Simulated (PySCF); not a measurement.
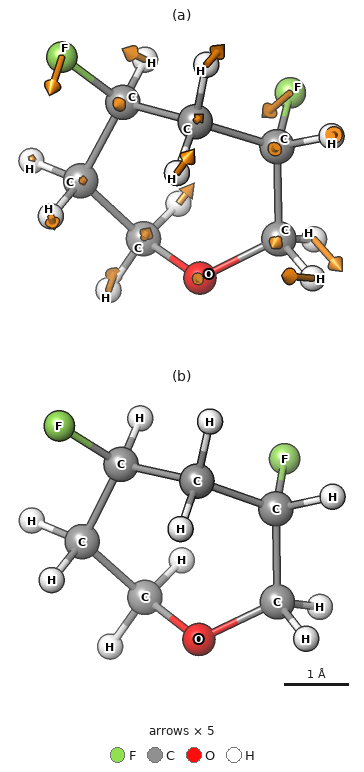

The structure of C6H10F2O before (top) and after (bottom) a relaxation, at one scale. The orange arrows give the displacements, magnified 5 times.

A ball-and-stick model, seen from a free direction.

The start comes from GFN2-xTB.

Level of theory: PySCF 2.14.0, density-fitted response routines, PBE0-D3(BJ)/def2-SVP geometry optimisation, gas phase. 

> What changed between the two?

After 7 geometry steps the energy has fallen by 5.51 kJ/mol. Largest force component: 0.87 eV/Å at the start, 0.013 eV/Å at the end. The largest moves after the best rigid fit, 0.18 Å, are those of F and H atoms. Largest moves by element: F 0.18 Å, H 0.18 Å, C 0.06 Å, O 0.04 Å. Near-neighbour distances that change, for instance: C–C 1.542 → 1.523 Å, C–C 1.524 → 1.515 Å, C–H 1.092 → 1.101 Å, C–O 1.415 → 1.409 Å.
